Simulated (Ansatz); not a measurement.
**HOF (hypofluorous acid) at 6 levels**

We compute a comparison of 6 runs (B3LYP/STO-3G, PBE/STO-3G, PBE0/STO-3G, UPBE0/STO-3G, BCCD(T)/STO-3G, UCCSD(T)/STO-3G) of HOF (hypofluorous acid). 

Program for the calculation: Ansatz 0.2.0.

41 further runs of the same task are left out: 1 that didn't finish, 40 set aside as unsound or not needed.

## Step 1: The molecule

The species is HOF (3 atoms), meant as a singlet with charge 0. As SMILES, `OF`. The H3–O1 distance was set to 1.942 Å, away from the relaxed value. At this shape a bond of the SMILES string is far longer than usual.

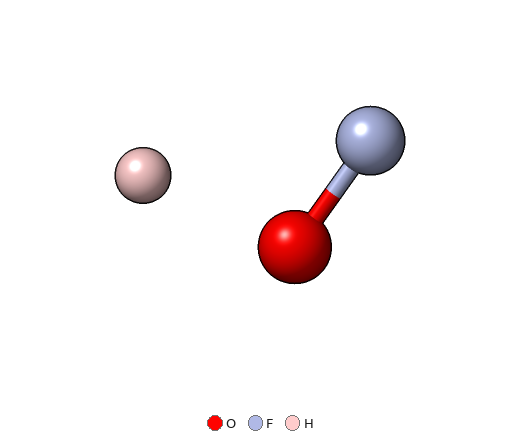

Viewed from a chosen angle; oxygen red, fluorine light blue, hydrogen pink.

## Step 2: A single-point energy at B3LYP/STO-3G (run 1)

File run.yaml:

```yaml
crystal:
  periodic: [false, false, false]
  atoms:
    - {symbol: O, position_ang: [1.031263, 0.428992, 0.621562]}
    - {symbol: F, position_ang: [0.404833, 1.646572, 0.407942]}
    - {symbol: H, position_ang: [-0.202430, -0.823300, -0.203980]}
basis:
  gaussian: {orbitals: STO-3G}
hamiltonian: {xc: {name: B3LYP}}
accuracy: high
```

Run with:

```console
$ ansatz run run.yaml --threads 1 --pin off --max-ram 2610MiB --events-out events.jsonl --progress --plain --runs-dir runs
```

The log of the run:

```text
Warning: RAYON_NUM_THREADS=1 ignored (pool sized by the plan → 1); use --threads N
Functional definition: B3LYP
  name "B3LYP"
  parameter a0 = 0.2
  parameter ax = 0.72
  parameter ac = 0.81
  exchange = (1 - a0 - ax)*slater_x + ax*b88_x + a0*exact_x
  correlation = (1 - ac)*vwn_rpa_c + ac*lyp_c
167 factors; integrals over basis functions are off by at most 3.5e-8 eV
mean field evaluation 1: about -4704.3833 eV, gradient 1.0e1 eV
mean field evaluation 2: about -4701.3090 eV, gradient 2.2e1 eV
mean field evaluation 4: about -4704.7017 eV, gradient 6.0e0 eV
mean field evaluation 8: about -4704.8812 eV, gradient 2.4e-1 eV
mean field evaluation 16: about -4704.8814 eV, gradient 5.7e-6 eV
mean field -4704.88143362 eV, -172.9012036024 hartree, gradient 7.3e-8 eV, S^2 0.000000; 0 other end points of the search recorded, 0 dependent functions left out
reference -4704.88145044 eV, -172.9012042206 hartree; 9, 9 occupied and 2, 2 virtual orbitals, 167 factors
Total energy: -4704.88145044 eV, -172.9012042206 hartree
```

Wall time 0.42 s (1 thread of Arm Neoverse V2, shared host).

## Step 3: A single-point energy at PBE/STO-3G (run 2)

File molecule.yaml:

```yaml
crystal:
  periodic: [false, false, false]
  atoms:
    - {symbol: O, position_ang: [1.031263, 0.428992, 0.621562]}
    - {symbol: F, position_ang: [0.404833, 1.646572, 0.407942]}
    - {symbol: H, position_ang: [-0.202430, -0.823300, -0.203980]}
basis:
  gaussian: {orbitals: STO-3G}
hamiltonian: {xc: {name: PBE}}
accuracy: high
```

Run with:

```console
$ ansatz run molecule.yaml --threads 1 --pin off --max-ram 2610MiB --events-out events.jsonl --progress --plain --runs-dir runs
```

The log of the run:

```text
Warning: RAYON_NUM_THREADS=1 ignored (pool sized by the plan → 1); use --threads N
Functional definition: PBE
  name "PBE"
  parameter kappa = 0.804
  parameter beta = 0.06672455060314922
  exchange = pbe_x(kappa = kappa, mu = beta*pi^2/3)
  correlation = pbe_c(beta = beta)
167 factors; integrals over basis functions are off by at most 3.5e-8 eV
mean field evaluation 1: about -4698.1641 eV, gradient 2.4e1 eV
mean field evaluation 2: about -4689.3180 eV, gradient 2.4e1 eV
mean field evaluation 4: about -4692.7187 eV, gradient 2.6e1 eV
mean field evaluation 8: about -4701.0756 eV, gradient 3.3e-4 eV
mean field evaluation 16: about -4701.0756 eV, gradient 4.8e-8 eV
mean field -4701.07561164 eV, -172.7613422244 hartree, gradient 4.8e-8 eV, S^2 0.000000; 0 other end points of the search recorded, 0 dependent functions left out
reference -4701.07561265 eV, -172.7613422614 hartree; 9, 9 occupied and 2, 2 virtual orbitals, 167 factors
Total energy: -4701.07561265 eV, -172.7613422614 hartree
```

It took 0.4 s on 1 thread of Arm Neoverse V2, shared host.

## Step 4: A single-point energy at PBE0/STO-3G (run 3)

File molecule.yaml:

```yaml
crystal:
  periodic: [false, false, false]
  atoms:
    - symbol: O
      position_ang: [1.031263, 0.428992, 0.621562]
    - symbol: F
      position_ang: [0.404833, 1.646572, 0.407942]
    - symbol: H
      position_ang: [-0.202430, -0.823300, -0.203980]
basis:
  gaussian:
    orbitals: STO-3G
magnetization:
  spin_polarized: false
  initial_magnetization: 0
hamiltonian:
  xc: pbe0
accuracy: high
```

Run with:

```console
$ ansatz run molecule.yaml --threads 1 --pin off --max-ram 2610MiB --events-out events.jsonl --progress --plain --runs-dir runs
```

The log of the run:

```text
Warning: RAYON_NUM_THREADS=1 ignored (pool sized by the plan → 1); use --threads N
Functional definition: PBE0
  name "PBE0"
  parameter a = 0.25
  parameter kappa = 0.804
  parameter beta = 0.06672455060314922
  exchange = (1 - a)*pbe_x(kappa = kappa, mu = beta*pi^2/3) + a*exact_x
  correlation = pbe_c(beta = beta)
167 factors; integrals over basis functions are off by at most 3.5e-8 eV
mean field evaluation 1: about -4700.7183 eV, gradient 7.1e0 eV
mean field evaluation 2: about -4700.3569 eV, gradient 9.6e0 eV
mean field evaluation 4: about -4700.9024 eV, gradient 1.9e0 eV
mean field evaluation 8: about -4700.9048 eV, gradient 1.4e-2 eV
mean field evaluation 16: about -4700.9048 eV, gradient 6.0e-8 eV
mean field -4700.90478205 eV, -172.7550643527 hartree, gradient 5.6e-8 eV, S^2 0.000000; 0 other end points of the search recorded, 0 dependent functions left out
reference -4700.90478281 eV, -172.7550643805 hartree; 9, 9 occupied and 2, 2 virtual orbitals, 167 factors
Total energy: -4700.90478281 eV, -172.7550643805 hartree
```

It took 0.38 s on 1 thread of Arm Neoverse V2, shared host.

Runs 4 to 5 aren't shown in full; the table further down has their settings and results.

## Step 5: A single-point energy at UCCSD(T)/STO-3G (run 6)

Edit run.yaml of step 2 so:

```diff
@@ -8,3 +8,5 @@
   gaussian: {orbitals: STO-3G}
-hamiltonian: {xc: {name: B3LYP}}
+correlation: {method: ccsd_t, frozen_orbitals: {F: 1, H: 0, O: 1}}
+scf: {omitted_lower_state_checks: [cluster_reference, increment]}
+magnetization: {spin_polarized: true}
 accuracy: high
```

Run with:

```console
$ ansatz run run.yaml --threads 1 --pin off --max-ram 2610MiB --events-out events.jsonl --progress --plain --runs-dir runs
```

The log of the run:

```text
Warning: RAYON_NUM_THREADS=1 ignored (pool sized by the plan → 1); use --threads N
[... 17 lines left out ...]
2 core orbitals not correlated: weight in the atoms' cores, before any rotation towards them, 1.000 or more for the frozen orbitals, at most 0.000 for the correlated occupied ones
[... 36 lines left out ...]
Total energy: -4689.82100877 eV, -172.3477431973 hartree
Checks for a lower state left out: cluster_reference, increment
```

It took 0.26 s on 1 thread of Arm Neoverse V2, shared host.

## Step 6: Overview of the runs

```
run            level  frozen core orbitals  energy (Eh)  wall time
  1     B3LYP/STO-3G                     –  -172.901204     0.42 s
  2       PBE/STO-3G                     –  -172.761342      0.4 s
  3      PBE0/STO-3G                     –  -172.755064     0.38 s
  4     UPBE0/STO-3G                     –  -172.789120      1.9 s
  5   BCCD(T)/STO-3G                     2  -172.351018     0.12 s
  6  UCCSD(T)/STO-3G                     2  -172.347743     0.26 s
```

## Step 7: Results

| quantity | value |
| --- | --- |
| run 6: total energy | -172.34774 Eh |
| run 6: correlation energy (2 core orbitals frozen) | -78.5 mEh |
| run 6: (T) correction | -2.22 mEh |
| run 6: ⟨S²⟩ of the reference determinant | 0.997 |
| run 6: T1 diagnostic | 0.049 |

Totals of different functionals can't be ranked against each other. In run 5 the log says that unrestricted orbitals would lower the reference, so the values rest on an unstable closed-shell determinant (other closed-shell runs at this shape may share the fault). In runs 1, 2, 3, 4, 5, 6 the basis is minimal, so the values are rough. In runs 1, 2, 3 a closed-shell determinant meets a far-stretched bond, which it describes badly. Spin contamination of the reference: run 6 ⟨S²⟩ = 1.00, run 4 ⟨S²⟩ = 0.80. Where it is this large, the reference is a mixture of spin states, and values that rest on it are in doubt. All runs together took 3.5 s, the longest 1.9 s.
